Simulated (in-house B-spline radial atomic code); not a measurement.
Ionisation energy of Cu ([Ar] 3d¹⁰ 4s → [Ar] 3d¹⁰). All-electron spherical atom, scalar X2C, PBE with 50 % exact exchange start, no spin-orbit coupling, Breit or QED terms; computed with a B-spline radial code. Differences of total energies, each species on its own start, beside the G₀W₀ level.

```
Z = 29
electrons = 29.0
configuration = [Ar] 3d10 4s1
hamiltonian = x2c
method = pbeh
lmax = 9
exact_exchange_fraction = 0.5
rms_radius = 3.8823
spin_polarised = True
box_radius = 40.0
intervals = 73
ion_configuration = [Ar] 3d10
```

Launched with:
```bash
python run_gw.py task.json out
```

The results, method by method:

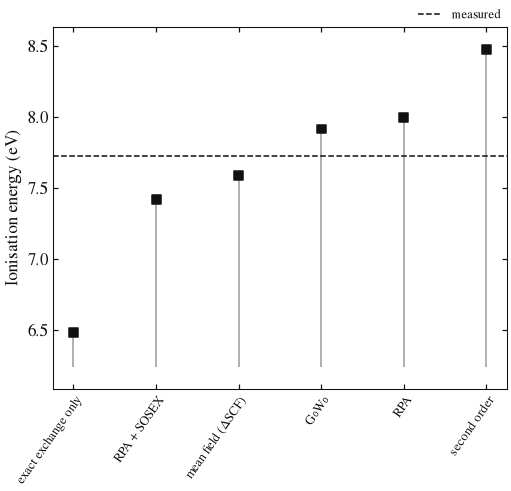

| Method | Ionisation energy (eV) |
| --- | --- |
| mean field (ΔSCF) | 7.59 |
| exact exchange only | 6.48 |
| second order | 8.47 |
| RPA | 7.99 |
| RPA + SOSEX | 7.42 |
| G₀W₀ | 7.91 |

The values run from 6.48 eV (exact exchange only) to 8.47 eV (second order). The measured value is 7.73 eV; nearest to it come mean field (ΔSCF) (−0.14) and G₀W₀ (+0.19), furthest exact exchange only (−1.25 eV).
